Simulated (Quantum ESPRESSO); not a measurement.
**The states of the two spins in KMnF3**

Aim: the densities of states of KMnF3 in the lowest state of several starts.

Main program and level: Quantum ESPRESSO 7.5; PBEsol; plane waves with GBRV 1.5 PBEsol potentials, no spin-orbit coupling.

## Step 1: Set-up

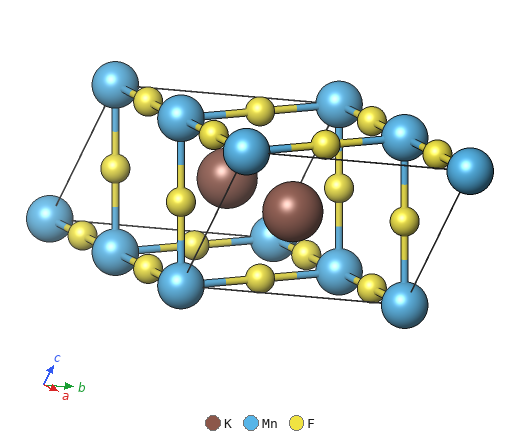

The cell as given, slightly off an axis (potassium brown, manganese blue, fluorine yellow). Some periodic images of atoms are drawn too.

Coordinates:

```cif
data_structure
_symmetry_space_group_name_H-M 'P 1'
_symmetry_Int_Tables_number 1
_cell_length_a 8.3786
_cell_length_b 5.9246
_cell_length_c 5.9246
_cell_angle_alpha 60.000
_cell_angle_beta 45.000
_cell_angle_gamma 45.000
_cell_volume 147.05
loop_
_atom_site_label
_atom_site_type_symbol
_atom_site_fract_x
_atom_site_fract_y
_atom_site_fract_z
_atom_site_occupancy
K1 K 0.75000 0.50000 0.50000 1
K2 K 0.25000 0.50000 0.50000 1
Mn3 Mn 0.00000 0.00000 0.00000 1
Mn4 Mn 0.50000 0.00000 0.00000 1
F5 F 0.25000 0.00000 0.00000 1
F6 F 0.75000 0.00000 0.00000 1
F7 F 0.75000 0.50000 0.00000 1
F8 F 0.25000 0.50000 0.00000 1
F9 F 0.75000 0.00000 0.50000 1
F10 F 0.25000 0.00000 0.50000 1
```

The cell comes from the Crystallography Open Database.

## Step 2: Ground-state run

This state came out lowest in a comparison of starts that is told elsewhere.

pw.in

```
&CONTROL
  calculation = 'scf'
  prefix = 'pwscf'
  outdir = './tmp'
  pseudo_dir = './pseudo'
  disk_io = 'low'
/
&SYSTEM
  ibrav = 0
  celldm(1) = 8
  nat = 10
  ntyp = 4
  ecutwfc = 40
  ecutrho = 280
  nbnd = 63
  occupations = 'smearing'
  smearing = 'fd'
  degauss = 0.00367493
  nspin = 2
  starting_magnetization(1) = 0
  starting_magnetization(2) = 0.3
  starting_magnetization(3) = -0.3
  starting_magnetization(4) = 0
/
&ELECTRONS
  conv_thr = 2d-08
  electron_maxstep = 150
  mixing_beta = 0.3
/
ATOMIC_SPECIES
K      39.0983 k_pbesol_v1.4.uspp.F.UPF
Mn1    54.9380 mn_pbesol_v1.5.uspp.F.UPF
Mn2    54.9380 mn_pbesol_v1.5.uspp.F.UPF
F      18.9984 f_pbesol_v1.4.uspp.F.UPF
CELL_PARAMETERS alat
   1.9791574134737    0.0000000000000    0.0000000000000
   0.9895787067368    0.9895787067368    0.0000000000000
   0.9895787067368    0.0000000000000    0.9895787067368
ATOMIC_POSITIONS crystal
K       0.7500000000    0.5000000000    0.5000000000
K       0.2500000000    0.5000000000    0.5000000000
Mn1     0.0000000000    0.0000000000    0.0000000000
Mn2     0.5000000000    0.0000000000    0.0000000000
F       0.2500000000    0.0000000000    0.0000000000
F       0.7500000000    0.0000000000    0.0000000000
F       0.7500000000    0.5000000000    0.0000000000
F       0.2500000000    0.5000000000    0.0000000000
F       0.7500000000    0.0000000000    0.5000000000
F       0.2500000000    0.0000000000    0.5000000000
K_POINTS automatic
3 6 6 0 0 0
```

Run with:

```bash
$ OMP_NUM_THREADS=1 mpirun -n 4 pw.x -nk 4 -in pw.in > pw.out
```

What it wrote:

```text
Program PWSCF v.7.5 starts

     Message from routine setup:
     using ibrav=0 with symmetry is DISCOURAGED, use correct ibrav instead

     K-points division:     npool     =       4
     Subspace diagonalization in iterative solution of the eigenvalue problem:

     bravais-lattice index     =            0
     lattice parameter (alat)  =       8.0000  a.u.
     unit-cell volume          =     992.3183 (a.u.)^3
     number of atoms/cell      =           10
     number of atomic types    =            4
     number of electrons       =        90.00
     number of Kohn-Sham states=           63
     kinetic-energy cutoff     =      40.0000  Ry
     charge density cutoff     =     280.0000  Ry
     scf convergence threshold =      2.0E-08
     mixing beta               =       0.3000
     number of iterations used =            8  plain     mixing
     Exchange-correlation= SLA  PW   PSX  PSC
                           (   1   4  10   8   0   0   0)

     celldm(1)=   8.000000  celldm(2)=   0.000000  celldm(3)=   0.000000
     celldm(4)=   0.000000  celldm(5)=   0.000000  celldm(6)=   0.000000

     crystal axes: (cart. coord. in units of alat)
               a(1) = (   1.979157   0.000000   0.000000 )
               a(2) = (   0.989579   0.989579   0.000000 )
               a(3) = (   0.989579   0.000000   0.989579 )

     reciprocal axes: (cart. coord. in units 2 pi/alat)
               b(1) = (  0.505266 -0.505266 -0.505266 )
               b(2) = (  0.000000  1.010531  0.000000 )
               b(3) = (  0.000000  0.000000  1.010531 )

     PseudoPot. # 1 for K  read from file:
     k_pbesol_v1.4.uspp.F.UPF
     Pseudo is Ultrasoft + core correction, Zval =  9.0

     PseudoPot. # 2 for Mn read from file:
     mn_pbesol_v1.5.uspp.F.UPF
     Pseudo is Ultrasoft + core correction, Zval = 15.0

     PseudoPot. # 3 for Mn read from file:
     mn_pbesol_v1.5.uspp.F.UPF
     Pseudo is Ultrasoft + core correction, Zval = 15.0

     PseudoPot. # 4 for F  read from file:
     f_pbesol_v1.4.uspp.F.UPF
     Pseudo is Ultrasoft, Zval =  7.0

     atomic species   valence    mass     pseudopotential
     K                 9.00    39.09830     K ( 1.00)
     Mn1              15.00    54.93800     Mn( 1.00)
     Mn2              15.00    54.93800     Mn( 1.00)
     F                 7.00    18.99840     F ( 1.00)

     Starting magnetic structure
     atomic species   magnetization
     K               0.000
     Mn1             0.300
     Mn2            -0.300
     F               0.000

     48 Sym. Ops., with inversion, found

   Cartesian axes

     site n.     atom                  positions (alat units)
         1        K      tau(   1) = (   2.4739468   0.4947894   0.4947894  )
         2        K      tau(   2) = (   1.4843681   0.4947894   0.4947894  )
         3        Mn1    tau(   3) = (   0.0000000   0.0000000   0.0000000  )
         4        Mn2    tau(   4) = (   0.9895787   0.0000000   0.0000000  )
         5        F      tau(   5) = (   0.4947894   0.0000000   0.0000000  )
         6        F      tau(   6) = (   1.4843681   0.0000000   0.0000000  )
         7        F      tau(   7) = (   1.9791574   0.4947894   0.0000000  )
         8        F      tau(   8) = (   0.9895787   0.4947894   0.0000000  )
         9        F      tau(   9) = (   1.9791574   0.0000000   0.4947894  )
        10        F      tau(  10) = (   0.9895787   0.0000000   0.4947894  )

     number of k points=    10  Fermi-Dirac smearing, width (Ry)=  0.0037
                       cart. coord. in units 2pi/alat
        k(    1) = (   0.0000000   0.0000000   0.0000000), wk =   0.0092593
        k(    2) = (   0.0000000   0.0000000   0.1684218), wk =   0.0555556
        k(    3) = (   0.0000000   0.0000000   0.3368437), wk =   0.0555556
        k(    4) = (   0.0000000   0.0000000  -0.5052655), wk =   0.0277778
        k(    5) = (   0.0000000   0.1684218   0.1684218), wk =   0.1111111
        [... 5 further k-points ...]

     Dense  grid:    78343 G-vectors     FFT dimensions: (  90,  60,  60)

     Smooth grid:    34015 G-vectors     FFT dimensions: (  64,  45,  45)

     Check: negative core charge=   -0.000025
     Generating pointlists ...
     new r_m :   0.2886 (alat units)  2.3091 (a.u.) for type    1
     new r_m :   0.2041 (alat units)  1.6328 (a.u.) for type    2
     new r_m :   0.2041 (alat units)  1.6328 (a.u.) for type    3
     new r_m :   0.2041 (alat units)  1.6328 (a.u.) for type    4

     Initial potential from superposition of free atoms

     starting charge      87.9925, renormalised to      90.0000
     Starting wfcs are   66 randomized atomic wfcs

     Self-consistent Calculation

     iteration #  1     ecut=    40.00 Ry     beta= 0.30
     Davidson diagonalization with overlap
     ethr =  1.00E-02,  avg # of iterations =  7.5

     Threshold (ethr) on eigenvalues was too large:
     Diagonalizing with lowered threshold

     Davidson diagonalization with overlap
     ethr =  7.92E-04,  avg # of iterations =  2.0

     total energy              =    -827.86330041 Ry
     estimated scf accuracy    <       0.75417312 Ry

     total magnetization       =     0.00 Bohr mag/cell
     absolute magnetization    =     9.37 Bohr mag/cell

     iteration #  2     ecut=    40.00 Ry     beta= 0.30
     Davidson diagonalization with overlap
     ethr =  8.38E-04,  avg # of iterations =  2.6

     total energy              =    -827.97281861 Ry
     estimated scf accuracy    <       0.07908314 Ry

     total magnetization       =     0.00 Bohr mag/cell
     absolute magnetization    =     9.36 Bohr mag/cell

     [... further iterations left out ...]

     iteration # 10     ecut=    40.00 Ry     beta= 0.30
     Davidson diagonalization with overlap
     ethr =  6.63E-11,  avg # of iterations =  3.9

     negative rho (up, down):  3.465E-04 3.465E-04

     total energy              =    -827.98676734 Ry
     estimated scf accuracy    <       0.00000008 Ry

     total magnetization       =    -0.00 Bohr mag/cell
     absolute magnetization    =     9.43 Bohr mag/cell

     iteration # 11     ecut=    40.00 Ry     beta= 0.30
     Davidson diagonalization with overlap
     ethr =  6.63E-11,  avg # of iterations =  3.1

     negative rho (up, down):  3.464E-04 3.464E-04

     Magnetic moment per site  (integrated on atomic sphere of radius R)
     atom   1 (R=0.289)  charge=  7.7089  magn=  0.0000
     atom   2 (R=0.289)  charge=  7.7089  magn=  0.0000
     atom   3 (R=0.204)  charge= 12.3506  magn=  4.0920
     atom   4 (R=0.204)  charge= 12.3506  magn= -4.0920
     atom   5 (R=0.204)  charge=  6.6655  magn= -0.0000
     atom   6 (R=0.204)  charge=  6.6655  magn= -0.0000
     atom   7 (R=0.204)  charge=  6.6655  magn= -0.0000
     atom   8 (R=0.204)  charge=  6.6655  magn= -0.0000
     atom   9 (R=0.204)  charge=  6.6655  magn= -0.0000
     atom  10 (R=0.204)  charge=  6.6655  magn= -0.0000

     End of self-consistent calculation

     [... lines left out ...]
     the Fermi energy is     7.7236 ev

!    total energy              =    -827.98676744 Ry
     estimated scf accuracy    <          8.3E-10 Ry
     smearing contrib. (-TS)   =      -0.00000000 Ry
     internal energy E=F+TS    =    -827.98676744 Ry

     The total energy is F=E-TS. E is the sum of the following terms:
     one-electron contribution =    -496.27030972 Ry
     hartree contribution      =     288.32293419 Ry
     xc contribution           =    -126.46816858 Ry
     ewald contribution        =    -493.57122332 Ry

     total magnetization       =     0.00 Bohr mag/cell
     absolute magnetization    =     9.43 Bohr mag/cell

     convergence has been achieved in  11 iterations

=------------------------------------------------------------------------------=
   JOB DONE.
=------------------------------------------------------------------------------=
```

It took 32 s on 4 MPI ranks of AMD EPYC 9R14 (Zen 4), shared host; peak memory 0.88 GiB.

Spin moment in the atom's sphere by atom:

```
atom  spin moment in the atom's sphere (μB)
  K1                                   0.00
  K2                                   0.00
 Mn3                                   4.09
 Mn4                                  -4.09
  F5                                   0.00
  F6                                   0.00
  F7                                   0.00
  F8                                   0.00
  F9                                   0.00
 F10                                   0.00
```

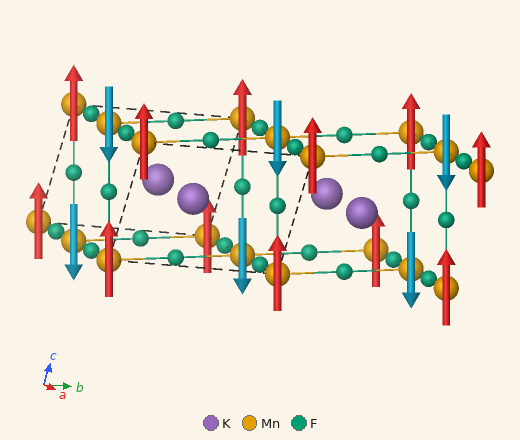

Spin moment in the atom's sphere as arrows, the longest 4.09 μB. Up and down stand for the sign. Arrows give size and sign along the axis of quantisation, drawn up and down the page. The two directions have two colours. 1×2×1 cells are drawn. Some periodic images of atoms are drawn too.

Read from the output:

- smearing term TS: 3.40e-11 eV
- magnetization: 0 μB
- absolute magnetization: 9.434 μB
- final state: antiferromagnetic

(Part 1 of 2 ends here.)

[Logs and program files are shortened in this print: banners, set-up blocks, solver, clock and traceback lines can be left out without a mark of their own.]

[Logs are printed without paths, hosts, clocks, repeated set-up lines and the standing remarks that a program may print on its own settings, such as how far it seeks lower states.]

[Hosts, paths, dates, database ids (printed as entryN), source tags and the programs' standing remarks are cut or masked in the printed files.]

[Where a cell is said to come from a database of computed structures, the database is the Materials Project.]
